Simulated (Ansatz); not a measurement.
# Calculations on C2H6BFSi

**1. Relaxation**

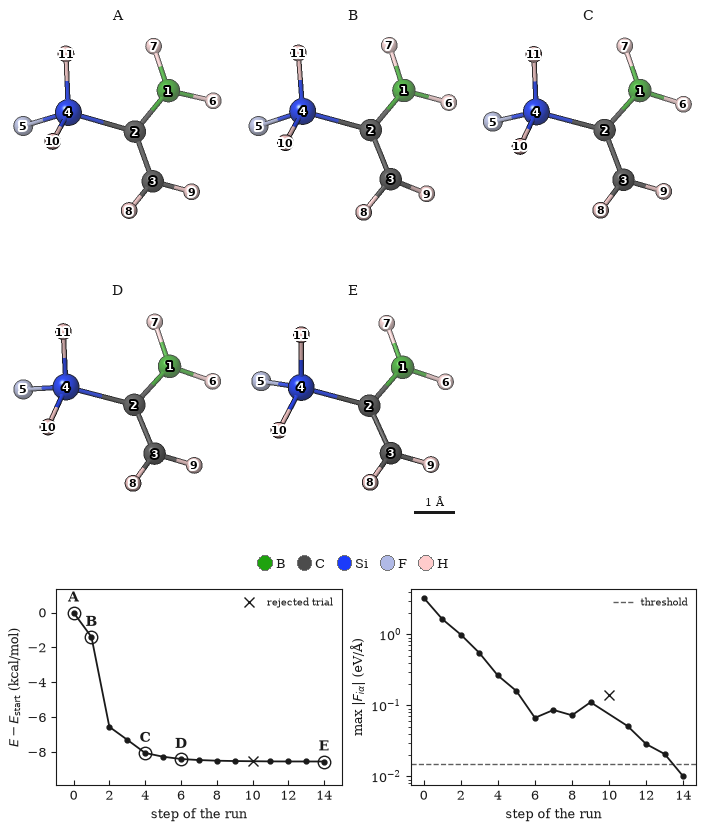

Frames of a relaxation of C₂H₆BFSi, marked on the history of the run. The picture is a ball-and-stick view, seen at a tilt.

The run prepares an end point of a later path (torsion) calculation, from a guessed geometry.

Level of theory: RKS r2SCANh/cc-pVDZ in Ansatz. (no spin polarisation; force threshold 0.015 eV/Å; at most 40 steps)

Describe the path.

Answer. The atom that moves furthest after the best rigid fit is H10 (0.51 Å). Largest moves by element: H 0.51 Å, F 0.51 Å, C 0.21 Å, B 0.18 Å, Si 0.07 Å. Some distances before and after: Si4–F5 1.754 → 1.651 Å, Si4–H10 1.414 → 1.494 Å, C3–H9 1.051 → 1.097 Å, B1–C2 1.509 → 1.551 Å. Bond angles that change, for instance: H6–B1–H7 114.2° → 119.4°, C2–B1–H6 122.5° → 119.0°, C2–C3–H8 120.3° → 123.0°. Groups turn about C2–Si4 by about 30°. After 13 accepted moves (14 points after the start) the energy has fallen by 8.53 kcal/mol. Largest force component: 3.3 eV/Å at the start, 0.01 eV/Å at the end. The line search rejected the trial step at point 10 of the run. From step 0 to 1: C3 moves most (0.18 Å), energy −1.40 kcal/mol. From step 1 to 4: H9 moves most (0.13 Å), energy −6.65 kcal/mol. From step 4 to 6: H10 moves most (0.20 Å), energy −0.35 kcal/mol. From step 6 to 14: F5 moves most (0.22 Å), energy −0.14 kcal/mol.

```json
{"step": "0", "E − E(0), kcal/mol": "0.00", "largest force component, eV/Å": "3.2982", "note": ""}
{"step": "1", "E − E(0), kcal/mol": "-1.40", "largest force component, eV/Å": "1.6509", "note": ""}
{"step": "2", "E − E(0), kcal/mol": "-6.55", "largest force component, eV/Å": "0.9981", "note": ""}
{"step": "3", "E − E(0), kcal/mol": "-7.29", "largest force component, eV/Å": "0.5511", "note": ""}
{"step": "4", "E − E(0), kcal/mol": "-8.04", "largest force component, eV/Å": "0.2645", "note": ""}
{"step": "5", "E − E(0), kcal/mol": "-8.26", "largest force component, eV/Å": "0.1600", "note": ""}
{"step": "6", "E − E(0), kcal/mol": "-8.39", "largest force component, eV/Å": "0.0669", "note": ""}
{"step": "7", "E − E(0), kcal/mol": "-8.45", "largest force component, eV/Å": "0.0864", "note": ""}
{"step": "8", "E − E(0), kcal/mol": "-8.49", "largest force component, eV/Å": "0.0727", "note": ""}
{"step": "9", "E − E(0), kcal/mol": "-8.51", "largest force component, eV/Å": "0.1110", "note": ""}
{"step": "10", "E − E(0), kcal/mol": "-8.49", "largest force component, eV/Å": "0.1396", "note": "rejected"}
{"step": "11", "E − E(0), kcal/mol": "-8.53", "largest force component, eV/Å": "0.0512", "note": ""}
{"step": "12", "E − E(0), kcal/mol": "-8.53", "largest force component, eV/Å": "0.0286", "note": ""}
{"step": "13", "E − E(0), kcal/mol": "-8.53", "largest force component, eV/Å": "0.0207", "note": ""}
{"step": "14", "E − E(0), kcal/mol": "-8.53", "largest force component, eV/Å": "0.0100", "note": ""}
```

**2. Relaxation**

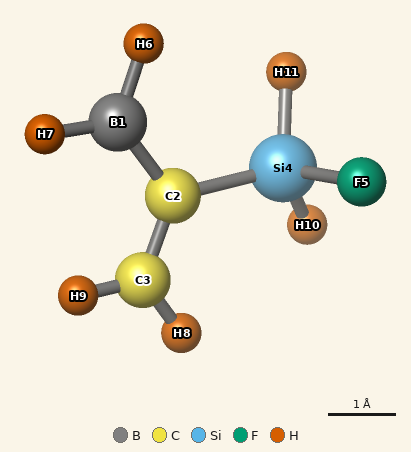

C2H6BFSi, before the relaxation. A ball-and-stick model, seen at a tilt.

The run prepares an end point of a later path (torsion) calculation, from a guessed geometry.

The calculation used RKS r2SCANh/cc-pVDZ in Ansatz.

The input:
```yaml
crystal:
  periodic: [false, false, false]
  atoms:
    - { symbol: B, position_ang: [-0.6994, 1.4702, -0.0551] }
    - { symbol: C, position_ang: [0.0327, 0.1699, -0.2773] }
    - { symbol: C, position_ang: [0.21103, -0.69116, 0.73011] }
    - { symbol: Si, position_ang: [0.69231, -0.22077, -1.95693] }
    - { symbol: F, position_ang: [2.32554, 0.41741, -2.00223] }
    - { symbol: H, position_ang: [-0.8764, 2.2967, -0.9594] }
    - { symbol: H, position_ang: [-1.1906, 1.7761, 0.9901] }
    - { symbol: H, position_ang: [0.69029, -1.67344, 0.54751] }
    - { symbol: H, position_ang: [-0.22194, -0.51057, 1.67044] }
    - { symbol: H, position_ang: [0.74214, -1.60639, -2.23217] }
    - { symbol: H, position_ang: [-0.07272, 0.51916, -2.99716] }
basis:
  gaussian: { orbitals: cc-pVDZ }
hamiltonian:
  xc: r2scanh
relax:
  f_tol: 0.015
  max_steps: 40
```

Run as
```bash
ansatz run input.yaml --threads 2 --pin off --max-ram 3072MiB --backend cpu --events-out ev --progress --plain --runs-dir out
```

### Where does the relaxation end?

Over 16 geometry steps the energy falls by 0.373 eV. Largest force component: 2.6 eV/Å at the start, 0.0036 eV/Å at the end. The atom that moves furthest after the best rigid fit is H10 (0.53 Å). By element the largest moves are H 0.53 Å, F 0.52 Å, C 0.21 Å, B 0.16 Å, Si 0.07 Å. Among the contacts that change: Si4–F5 1.754 → 1.651 Å, Si4–H10 1.414 → 1.494 Å, C3–H9 1.051 → 1.097 Å, B1–C2 1.509 → 1.551 Å. Among the angles between lasting bonds that change: H6–B1–H7 114.2° → 119.4°, C2–B1–H7 123.3° → 119.0°, C2–C3–H8 120.3° → 123.1°. Groups turn about C2–Si4 by about 30°.

The structure at the end:

```xyz
11

B    -0.5894    1.5744    0.0090
C     0.0292    0.1876   -0.3080
C     0.0243   -0.7592    0.6606
Si    0.7512   -0.2039   -1.9871
F     2.0484    0.7819   -2.2515
H    -0.6785    2.4335   -0.8327
H    -0.9977    1.7919    1.1247
H     0.4338   -1.7666    0.5151
H    -0.4038   -0.5539    1.6491
H     1.2386   -1.6150   -2.0410
H    -0.2233    0.0763   -3.0804
```

The end point in the same view:

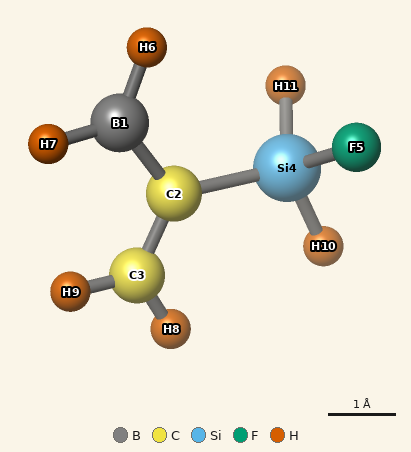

**3. Path**

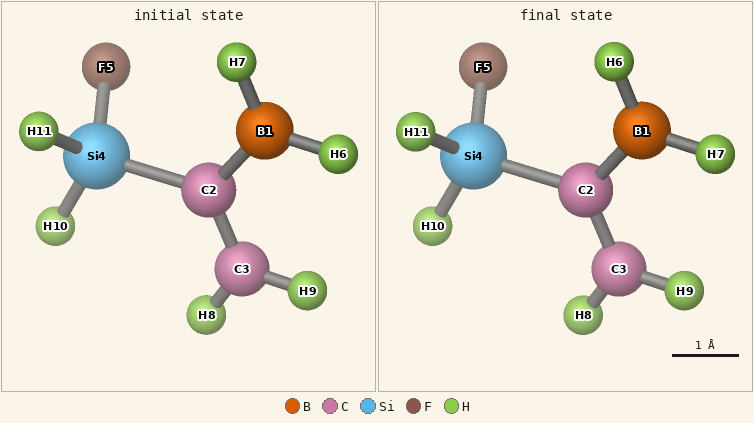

The two relaxed end points of a path for C$_{2}$H$_{6}$BFSi. A ball-and-stick model, seen at a tilt.

Theory: RKS r2SCANh/cc-pVDZ (Ansatz).

Settings: 5 movable images; climbing image; force threshold 0.05 eV/Å; iteration limit 60.

Start:
```xyz
11

B    -0.8636    1.4404   -0.1235
C     0.0192    0.1716   -0.2542
C     0.6830   -0.0391   -1.4161
Si    0.2022   -1.0432    1.1547
F    -1.2675   -1.7305    1.4603
H    -0.9907    2.1669   -1.0800
H    -1.4169    1.7200    0.9109
H     1.3345   -0.9059   -1.5844
H     0.5989    0.6666   -2.2515
H     1.1463   -2.1424    0.7910
H     0.6200   -0.3613    2.4134
```

End:
```xyz
11

B    -0.8655    1.4392   -0.1251
C     0.0201    0.1720   -0.2531
C     0.6856   -0.0372   -1.4141
Si    0.2019   -1.0441    1.1549
F    -1.2699   -1.7243    1.4639
H    -1.4255    1.7168    0.9063
H    -0.9879    2.1666   -1.0815
H     1.3381   -0.9030   -1.5825
H     0.6013    0.6691   -2.2487
H     1.1405   -2.1468    0.7878
H     0.6269   -0.3651    2.4126
```

What barrier does the band find between them, and by what path?

Answer. The barrier is about 0.152 eV in both directions, with image 3 at the top; the ends have the same energy. The motion is a rotation about the B1–C2 bond by about 180°. No bond forms or breaks between the ends. Bond angles that change up to the highest image, for instance: B1–C2–C3 118.6° → 129.2°, B1–C2–Si4 121.6° → 115.8°. The band converged in 17 iterations. The largest component of the band force went from 11 to 0.039 eV/Å. The climbing image converged on the top of the path. Its vibrational analysis gives one imaginary mode (167i cm⁻¹), as a transition state must have.

Energies of the converged images:

```json
{"image": "0", "path (Å)": "0.00", "E (eV)": "0.000"}
{"image": "1", "path (Å)": "0.76", "E (eV)": "0.037"}
{"image": "2", "path (Å)": "1.52", "E (eV)": "0.115"}
{"image": "3", "path (Å)": "2.28", "E (eV)": "0.152"}
{"image": "4", "path (Å)": "3.03", "E (eV)": "0.118"}
{"image": "5", "path (Å)": "3.78", "E (eV)": "0.031"}
{"image": "6", "path (Å)": "4.54", "E (eV)": "0.000"}
```

The geometry at the top of the path:

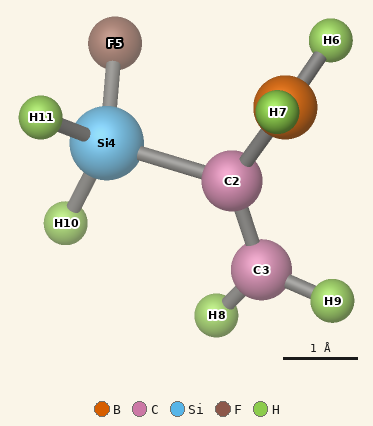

Cost: 2.8 min on 2 threads of Intel(R) Xeon(R) 6975P-C (Granite Rapids), on a shared host, peak memory 0.27 GiB.
